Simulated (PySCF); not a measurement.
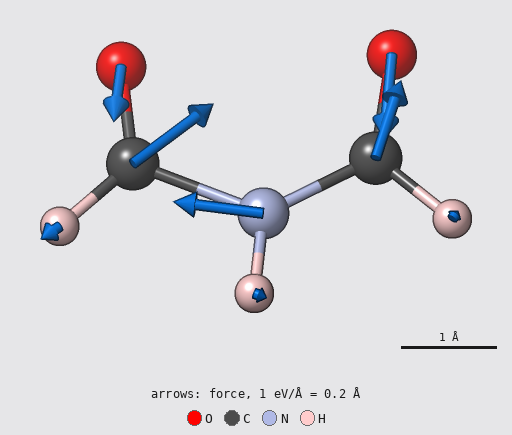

Starting geometry of C2H3NO2 with the computed forces as blue arrows. Style: ball-and-stick. Shown at a tilt.

The start comes from MMFF94s. Its atoms were then displaced at random by about 0.03 Å.

Level of theory: PySCF 2.14.0, density-fitted response routines, PBE0-D3(BJ)/def2-SVP geometry optimisation, gas phase. 

**Is this structure relaxed? If not, where do the atoms go?**

It isn't relaxed: the largest force vector, on a C atom, is 5.81 eV/Å. The final displacements follow the starting forces only in part (cosine between the two patterns 0.76). The N atom moves most after the best rigid fit: 0.082 Å. Largest moves by element: N 0.082 Å, O 0.077 Å, C 0.058 Å, H 0.034 Å. Some distances before and after: C–N 1.513 → 1.391 Å, C–O 1.272 → 1.195 Å, C–N 1.343 → 1.391 Å, C–H 1.072 → 1.118 Å. Among the angles between lasting bonds that change: C–N–H 123.5° → 116.2°, C–N–H 109.3° → 116.2°, N–C–O 120.4° → 126.3°. The energy falls by 61.8 kJ/mol in 10 geometry steps. The run took 17 s on 1 thread of Arm Neoverse V2 (shared host).
